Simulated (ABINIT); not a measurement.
# KCl (Sylvite): changed settings of a GW run in ABINIT

A base run on KCl (Sylvite), then changed inputs.

Program: ABINIT 10.8.3. Level of theory: PBE and many-body steps on it, plane waves. Results are calculated unless marked as measured.

## 1. The structure

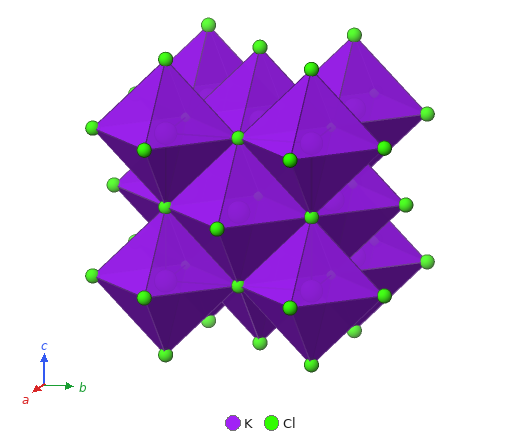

The starting structure, seen slightly off an axis (potassium purple, chlorine green). This picture shows the conventional cell, with its axes. Some periodic images of atoms are drawn too.

The cell and positions come from the Crystallography Open Database and are kept as given unless a step says otherwise.

## 2. Screening, 4×4×4 mesh, 384 bands, screening to 266.7 eV

This step: ABINIT 10.8.3; RPA screening on PBE, plane waves, norm-conserving pseudopotentials.

The RPA dielectric matrix is built and inverted for each q.

Contents of run.abi:

```
acell 3*1.0 Angstrom
rprim 
  -0.000000000000 3.146470000000 3.146470000000
  3.146470000000 0.000000000000 3.146470000000
  3.146470000000 3.146470000000 -0.000000000000
ntypat 2
znucl 19 17
natom 2
typat 1 2
xred 
  0.000000000000 0.000000000000 0.000000000000
  0.500000000000 0.500000000000 0.500000000000
pp_dirpath "pseudos"
pseudos "K.upf, Cl.upf"
ecut 33
ngkpt 4 4 4
nshiftk 1
shiftk 0 0 0
kptopt 1
chksymbreak 0
istwfk *1
occopt 1
irdwfk 1
optdriver 3
nband 384
ecuteps 9.8
inclvkb 2
awtr 1
symchi 1
indata_prefix "in"
outdata_prefix "out"
tmpdata_prefix "tmp"
```

Run with:

```bash
OMP_NUM_THREADS=1 mpirun -n 4 abinit run.abi > log
```

Output:

```text
.Version 10.8.3 of ABINIT. v10.8.2 released Aug 2026.

 Symmetries : space group Fm -3 m (#225); Bravais cF (face-center cubic)
[... echo of the input left out ...]
== DATASET  1 ==================================================================
-   mpi_nproc: 4, omp_nthreads: 1 (-1 if OMP is not activated)

--- !DatasetInfo
iteration_state: {dtset: 1, }
dimensions: {natom: 2, nkpt: 8, mband: 384, nsppol: 1, nspinor: 1, nspden: 1, mpw: 3839, }
cutoff_energies: {ecut:  33.0, pawecutdg:  -1.0, }
electrons: {nelect:   1.60000000E+01, charge:   0.00000000E+00, occopt:   1.00000000E+00, tsmear:   1.00000000E-02, }

 SCREENING: Calculation of the susceptibility and dielectric matrices

 Based on a program developped by R.W. Godby, V. Olevano, G. Onida, and L. Reining.
 Incorporated in ABINIT by V. Olevano, G.-M. Rignanese, and M. Torrent.
.Using double precision arithmetic ; gwpc =  8

[... cell and pseudopotentials left out ...]
--------------------------------------------------------------------------------

 ==== K-mesh for the wavefunctions ====
 Number of points in the irreducible wedge :     8
[... list of points left out ...]
 Together with 48 symmetry operations and time-reversal symmetry
 yields    64 points in the full Brillouin Zone.

 ==== Q-mesh for the screening function ====
 Number of points in the irreducible wedge :     8
[... list of points left out ...]
 Together with 48 symmetry operations and time-reversal symmetry
 yields    64 points in the full Brillouin Zone.

 setmesh: FFT mesh size selected  =    36x   36x   36
          total number of points  =        46656

 vcoul_init : cutoff-mode = AUXILIARY_FUNCTION
 q-points for optical limit:   1
     1)      0.000010    0.000020    0.000030

- screening: taking advantage of time-reversal symmetry
- Maximum band index for partially occupied states nbvw = 8
- Remaining bands to be divided among processors   nbcw = 376
- Number of bands treated by each node ~94

 Number of electrons calculated from density =   16.0000; Expected =   16.0000
 average of density, n =  0.038056
 r_s =    1.8443
 omega_plasma =   18.8177 [eV]

 calculating chi0 at frequencies [eV] :
  1    0.000000E+00    0.000000E+00
  2    0.000000E+00    1.881772E+01

--------------------------------------------------------------------------------
  q-point number  1        q = ( 0.000000, 0.000000, 0.000000) [r.l.u.]
--------------------------------------------------------------------------------
[... chi0 elements left out ...]
 For q-point:  0.000010 0.000020 0.000030
  dielectric constant =   2.1775
  dielectric constant without local fields =   2.5858

  Average fulfillment of the sum rule on Im[epsilon] for q-point    1 :     86.85  [%]
[... wings left out ...]
  q-point number  2        q = ( 0.250000, 0.000000, 0.000000) [r.l.u.]
--------------------------------------------------------------------------------
[... chi0 elements left out ...]
  Average fulfillment of the sum rule on Im[epsilon] for q-point    2 :     88.00  [%]

 [... 6 further q-points ...]
```

The job ended after 4 min (4 MPI ranks of Arm Neoverse V1, shared host; peak memory 3 GiB).

This step gave:

* ε∞ with local fields, on this mesh, along the program's q direction: 2.178
* the same without local fields: 2.586
* plasma frequency: 18.82 eV
* plane waves in the screening matrix: 609

Local fields lower ε∞ by 16 %.

## 3. Base

The self-energy is evaluated for the states that the input lists, and the levels follow from it, in one-shot runs by the linearised quasiparticle equation.

This step: G0W0 on PBE, plane waves, norm-conserving pseudopotentials.

run.abi, as its differences from that of step 2:

```diff
@@ -23,8 +23,15 @@
 irdwfk 1
-optdriver 3
+optdriver 4
 nband 384
+gwcalctyp 0
+ecutsigx 33
+symsigma 1
+nkptgw 1
+kptgw 
+  0.0000000000 0.0000000000 0.0000000000
+bdgw 
+  6 12
 ecuteps 9.8
-inclvkb 2
-awtr 1
-symchi 1
+irdscr 1
+ppmodel 1
 indata_prefix "in"
```

Output:

```text
.Version 10.8.3 of ABINIT. v10.8.2 released Aug 2026.

 Symmetries : space group Fm -3 m (#225); Bravais cF (face-center cubic)
[... echo of the input left out ...]
== DATASET  1 ==================================================================
-   mpi_nproc: 4, omp_nthreads: 1 (-1 if OMP is not activated)

--- !DatasetInfo
iteration_state: {dtset: 1, }
dimensions: {natom: 2, nkpt: 8, mband: 384, nsppol: 1, nspinor: 1, nspden: 1, mpw: 3839, }
cutoff_energies: {ecut:  33.0, pawecutdg:  -1.0, }
electrons: {nelect:   1.60000000E+01, charge:   0.00000000E+00, occopt:   1.00000000E+00, tsmear:   1.00000000E-02, }

 SIGMA: Calculation of the GW corrections

 Based on a program developped by R.W. Godby, V. Olevano, G. Onida, and L. Reining.
 Incorporated in ABINIT by V. Olevano, G.-M. Rignanese, and M. Torrent.
.Using double precision arithmetic ; gwpc =  8

[... cell and pseudopotentials left out ...]
--------------------------------------------------------------------------------

 ==== K-mesh for the wavefunctions ====
 Number of points in the irreducible wedge :     8
[... list of points left out ...]
 Together with 48 symmetry operations and time-reversal symmetry
 yields    64 points in the full Brillouin Zone.

 ==== Q-mesh for screening function ====
 Number of points in the irreducible wedge :     8
[... list of points left out ...]
 Together with 48 symmetry operations and time-reversal symmetry
 yields    64 points in the full Brillouin Zone.

 vcoul_init : cutoff-mode = AUXILIARY_FUNCTION
 q-points for optical limit:   1
     1)      0.000010    0.000020    0.000030
 setmesh: FFT mesh size selected  =    45x   45x   45
          total number of points  =        91125

 Number of electrons calculated from density =   16.0000; Expected =   16.0000
 average of density, n =  0.038056
 r_s =    1.8443
 omega_plasma =   18.8177 [eV]

 === KS Band Gaps ===
  >>>> For spin  1
   Minimum direct gap =   5.1895 [eV], located at k-point      :   0.0000  0.0000  0.0000
   Fundamental gap    =   5.1895 [eV], Top of valence bands at :   0.0000  0.0000  0.0000
                                       Bottom of conduction at :   0.0000  0.0000  0.0000
 SIGMA fundamental parameters:
 PLASMON POLE MODEL  1
 number of plane-waves for SigmaX                 3839
 number of plane-waves for SigmaC and W            609
 number of plane-waves for wavefunctions          3839
 number of bands                                   384
 number of independent spin polarizations            1
 number of spinorial components                      1
 number of k-points in IBZ                           8
 number of q-points in IBZ                           8
 number of symmetry operations                      48
 number of k-points in BZ                           64
 number of q-points in BZ                           64
 number of frequencies for dSigma/dE                 9
 frequency step for dSigma/dE [eV]                0.25
 number of omega for Sigma on real axis              0
 max omega for Sigma on real axis  [eV]           0.00
 zcut for avoiding poles [eV]                     0.10

 EPSILON^-1 parameters (SCR file):
 dimension of the eps^-1 matrix on file            609
 dimension of the eps^-1 matrix used               609
 number of plane-waves for wavefunctions          3839
 number of bands                                   384
 number of q-points in IBZ                           8
 number of frequencies                               2
 number of real frequencies                          1
 number of imag frequencies                          1

 matrix elements of self-energy operator (all in [eV])

 Perturbative Calculation

--- !SelfEnergy_ee
iteration_state: {dtset: 1, }
kpoint     : [   0.000,    0.000,    0.000, ]
spin       : 1
KS_gap     :    5.190
QP_gap     :    8.190
Delta_QP_KS:    3.000
data: !SigmaeeData |
     Band     E0 <VxcDFT>   SigX SigC(E0)      Z dSigC/dE  Sig(E)    E-E0       E
        6  -0.231 -14.148 -18.664   1.594   0.807  -0.240 -16.506  -2.358  -2.590
        7  -0.231 -14.148 -18.664   1.594   0.807  -0.240 -16.506  -2.358  -2.590
        8  -0.231 -14.148 -18.664   1.594   0.807  -0.240 -16.506  -2.358  -2.590
        9   4.958  -6.955  -3.245  -2.974   0.872  -0.146  -6.313   0.642   5.600
       10   8.135  -8.956  -4.051  -3.118   0.867  -0.153  -7.407   1.550   9.685
       11   8.135  -8.956  -4.051  -3.118   0.867  -0.153  -7.407   1.550   9.685
       12   8.135  -8.956  -4.051  -3.118   0.867  -0.153  -7.407   1.550   9.685

== END DATASET(S) ==============================================================
================================================================================

 -outvars: echo values of variables after computation  --------
           etotal      0.0000000000E+00
            nband         384
             nkpt           8
          spgroup         225
 [... the other variables as echoed above ...]

 Calculation completed.
```

Wall time 96 s (4 MPI ranks); peak memory 3.5 GiB; 6.4 min of CPU time.

This step gave:

| Quantity | Value |
| --- | --- |
| G0W0 gap on the points computed | 8.19 eV |
| starting gap on the mesh | 5.190 eV |
| k of the valence top | 0, 0, 0 |
| k of the conduction bottom | 0, 0, 0 |
| Z at the valence top | 0.807 |
| Z at the conduction bottom | 0.872 |
| least direct G0W0 gap on the computed points | 8.19 eV |

The gap on the mesh goes from 5.19 eV to 8.19 eV, a correction of +3.00 eV.

## 4. Coulomb singularity

run.abi, as its differences from that of step 3:

```diff
@@ -36,2 +36,3 @@
 ppmodel 1
+gw_icutcoul 3
 indata_prefix "in"
```

Output:

```text
.Version 10.8.3 of ABINIT. v10.8.2 released Aug 2026.

 Symmetries : space group Fm -3 m (#225); Bravais cF (face-center cubic)
[... echo of the input left out ...]
== DATASET  1 ==================================================================
-   mpi_nproc: 4, omp_nthreads: 1 (-1 if OMP is not activated)

--- !DatasetInfo
iteration_state: {dtset: 1, }
dimensions: {natom: 2, nkpt: 8, mband: 384, nsppol: 1, nspinor: 1, nspden: 1, mpw: 3839, }
cutoff_energies: {ecut:  33.0, pawecutdg:  -1.0, }
electrons: {nelect:   1.60000000E+01, charge:   0.00000000E+00, occopt:   1.00000000E+00, tsmear:   1.00000000E-02, }

 SIGMA: Calculation of the GW corrections

 Based on a program developped by R.W. Godby, V. Olevano, G. Onida, and L. Reining.
 Incorporated in ABINIT by V. Olevano, G.-M. Rignanese, and M. Torrent.
.Using double precision arithmetic ; gwpc =  8

[... cell and pseudopotentials left out ...]
--------------------------------------------------------------------------------

 ==== K-mesh for the wavefunctions ====
 Number of points in the irreducible wedge :     8
[... list of points left out ...]
 Together with 48 symmetry operations and time-reversal symmetry
 yields    64 points in the full Brillouin Zone.

 ==== Q-mesh for screening function ====
 Number of points in the irreducible wedge :     8
[... list of points left out ...]
 Together with 48 symmetry operations and time-reversal symmetry
 yields    64 points in the full Brillouin Zone.

 vcoul_init : cutoff-mode = CRYSTAL
 q-points for optical limit:   1
     1)      0.000010    0.000020    0.000030
 setmesh: FFT mesh size selected  =    45x   45x   45
          total number of points  =        91125

 Number of electrons calculated from density =   16.0000; Expected =   16.0000
[...]
number of q-points in BZ                           64
 number of frequencies for dSigma/dE                 9
 frequency step for dSigma/dE [eV]                0.25
 number of omega for Sigma on real axis              0
 max omega for Sigma on real axis  [eV]           0.00
 zcut for avoiding poles [eV]                     0.10

 EPSILON^-1 parameters (SCR file):
 dimension of the eps^-1 matrix on file            609
 dimension of the eps^-1 matrix used               609
 number of plane-waves for wavefunctions          3839
 number of bands                                   384
 number of q-points in IBZ                           8
 number of frequencies                               2
 number of real frequencies                          1
 number of imag frequencies                          1

 matrix elements of self-energy operator (all in [eV])

 Perturbative Calculation

--- !SelfEnergy_ee
iteration_state: {dtset: 1, }
kpoint     : [   0.000,    0.000,    0.000, ]
spin       : 1
KS_gap     :    5.190
QP_gap     :    8.072
Delta_QP_KS:    2.883
data: !SigmaeeData |
     Band     E0 <VxcDFT>   SigX SigC(E0)      Z dSigC/dE  Sig(E)    E-E0       E
        6  -0.231 -14.148 -18.296   1.494   0.810  -0.234 -16.298  -2.151  -2.382
        7  -0.231 -14.148 -18.296   1.494   0.810  -0.234 -16.298  -2.151  -2.382
        8  -0.231 -14.148 -18.296   1.494   0.810  -0.234 -16.298  -2.151  -2.382
        9   4.958  -6.955  -3.245  -2.874   0.876  -0.141  -6.223   0.732   5.690
       10   8.135  -8.956  -4.051  -3.019   0.871  -0.148  -7.313   1.643   9.779
       11   8.135  -8.956  -4.051  -3.019   0.871  -0.148  -7.313   1.643   9.779
       12   8.135  -8.956  -4.051  -3.019   0.871  -0.148  -7.313   1.643   9.779

== END DATASET(S) ==============================================================
================================================================================

 -outvars: echo values of variables after computation  --------
           etotal      0.0000000000E+00
            nband         384
             nkpt           8
          spgroup         225
 [... the other variables as echoed above ...]

 Calculation completed.
```

Run time: 96 s. Hardware: 4 MPI ranks; peak memory 3.5 GiB; 6.4 min of CPU time.

This step gave:

- G0W0 gap on the points computed: 8.072 eV
- starting gap on the mesh: 5.190 eV
- k of the valence top: 0, 0, 0
- k of the conduction bottom: 0, 0, 0
- Z at the valence top: 0.81
- Z at the conduction bottom: 0.876
- least direct G0W0 gap on the computed points: 8.072 eV

Against G0W0 in ABINIT (4×4×4 mesh, 384 bands, screening to 266.7 eV, Godby-Needs plasmon pole), the gap moves by −0.118 eV.

## 5. The runs together

Times are wall times on 4 MPI ranks of Arm Neoverse V1, shared host, good to a factor of about two. A run's time includes the screening step that it read.

```csv
run,mesh,bands,screening cutoff (eV),DFT gap (eV),gap on the mesh (eV),direct (eV),ε∞ used,time
base,4×4×4,384,266.7,5.190,8.190,8.190,2.18,5.6 min
Coulomb singularity,4×4×4,384,266.7,5.190,8.072,8.072,2.18,5.6 min
```

## 6. Outcome

| Item | Value |
| --- | --- |
| base | 8.190 eV |
| Coulomb singularity | 8.072 eV |
| known limits | not at the basis limit |

What this shows: Coulomb singularity: −0.118 eV against base (keys changed: gw_icutcoul). Bands and cutoff are finite, so the gap is not at the basis limit. The miss can reach some tenths of an eV and take either sign; the mesh is an error of its own. In the G0W0 runs levels were corrected at 1 k point alone, so a gap called «on the mesh» is the least over those, and an edge elsewhere would be missed.

[Paths, hosts, dates, memory and timing lines, banners, echoed tables and standing remarks are left out of the program output.]

[Logs are printed without paths, hosts, clocks, repeated set-up lines and the standing remarks that a program may print on its own settings, such as how far it seeks lower states.]

[Runs of the session that timed out or met a known fault of the program may be left out.]

[Hosts, paths, dates, database ids (printed as entryN), source tags and the programs' standing remarks are cut or masked in the printed files.]

[G0W0 gaps are taken among the corrected bands and points alone; a level outside them can change the order at an edge.]

[Where Ansatz stands beside ABINIT at settings called matched, ABINIT's density can come from a denser mesh and the files from another edition; pairs whose starting gaps differed by over 0.03 eV were left out, so agreement reads better than it is.]
